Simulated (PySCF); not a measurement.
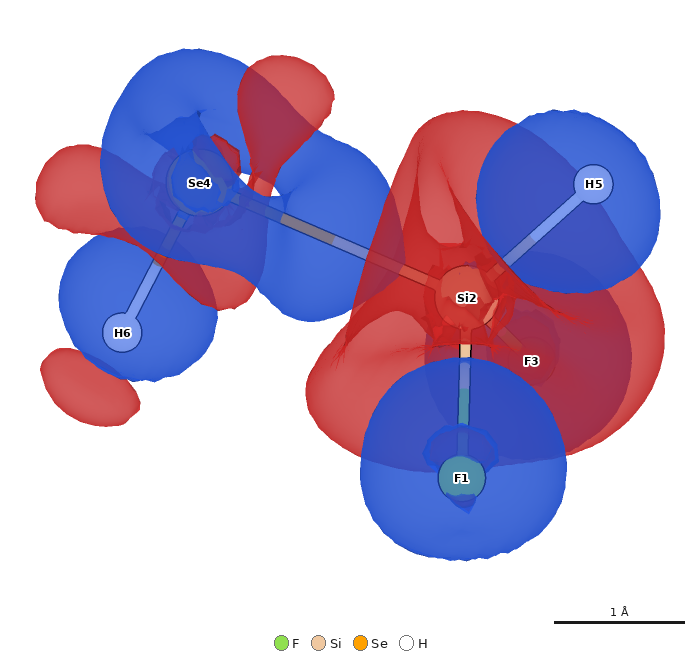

F₂H₂SeSi, SMILES `F[SiH](F)[SeH]`. Deformation density (molecule less spherical, spin-averaged free atoms at the same positions), surfaces at ±0.04 e/Å³; blue: gain, red: loss.

Computed with PySCF, BLYP/def2-TZVP, geometry: GFN2-xTB. No frequency check shows the geometry to be a minimum. GFN2-xTB bond lengths at metals and heavier atoms can be off by up to 0.1 Å and shapes distorted, which carries into these values.

Coordinates in Å:

```
F1       1.6500    1.2249    0.3246
Si2      0.9410    0.0004   -0.4086
F3       1.6495   -1.2256    0.3235
Se4     -1.2652    0.0001    0.0074
H5       1.2735    0.0011   -1.8053
H6      -1.1266   -0.0038    1.4399
```

> Describe the bonding that the map shows.

Se4–H6: +0.30 e/Å³ at the bond critical point (bond length 1.44 Å, Mayer order 0.9). Si2–H5: +0.28 e/Å³ at the bond critical point (bond length 1.44 Å, Mayer order 0.9). Si2–Se4: +0.15 e/Å³ at the bond critical point (bond length 2.25 Å, Mayer order 1.2). F1–Si2 and Si2–F3: +0.08 e/Å³ at the bond critical point (bond length 1.59 Å, Mayer order 1.1); up to 0.6 Å beside the axis the gain reaches +0.35 e/Å³. In all, 1.4 electrons gather in the regions of gain relative to the promolecule. A small or negative value marks a very polar bond, one between electron-rich atoms, whose free-atom densities already overlap strongly, a long bond to a heavier atom, or a closed-shell contact such as a hydrogen bond.

> Where do the Hirshfeld charges lie?

The highest Hirshfeld charge is on Si2 (+0.44 e), the lowest on F1 and F3 (−0.19 e).

```tsv
atom	charge (e)
F1	−0.19
Si2	+0.44
F3	−0.19
Se4	−0.04
H5	−0.06
H6	+0.04
```

The PySCF run took 22 s on 1 thread of Intel(R) Xeon(R) Platinum 8259CL CPU @ 2.50GHz (Skylake/Cascade Lake), on a shared host, peak memory 0.54 GiB.
